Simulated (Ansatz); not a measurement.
Stretching the Si1–F3 bond in FHSi (SMILES F[SiH]) (multiplicity 1 held, fragments rigid). Energies count from the point at 1.620 Å.
Geometry at that point (charge 0, multiplicity 1):
```xyz
3

Si    -0.207    -0.345     0.450
H     -1.003    -1.195    -0.556
F      0.434     0.670    -0.638
```

R- and RO- levels are restricted; in cc, def2 and unpolarised 6-31G sets they are followed outwards from rest. Unrestricted levels (U-) break spin symmetry where that is lower. Active spaces are followed from a long bond inwards. Curves can end on different states.

Cores are frozen in the correlated methods.

Programs: Ansatz (a quantum-chemistry and plane-wave program). Values without a source in brackets are computed.

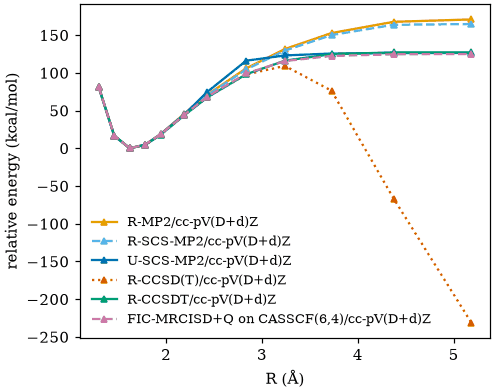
Fig. 1. Relative energy along the coordinate

Doubts at one or more of the structures used: a restricted determinant that unrestricted orbitals would lower (R-MP2/cc-pV(D+d)Z, R-SCS-MP2/cc-pV(D+d)Z, R-CCSD(T)/cc-pV(D+d)Z, R-CCSDT/cc-pV(D+d)Z); a spin-contaminated determinant (U-SCS-MP2/cc-pV(D+d)Z); T1 above 0.05 (R-CCSD(T)/cc-pV(D+d)Z, R-CCSDT/cc-pV(D+d)Z); other coupled-cluster roots lie near (R-CCSD(T)/cc-pV(D+d)Z, R-CCSDT/cc-pV(D+d)Z); active orbitals that take no part (FIC-MRCISD+Q on CASSCF(6,4)/cc-pV(D+d)Z).
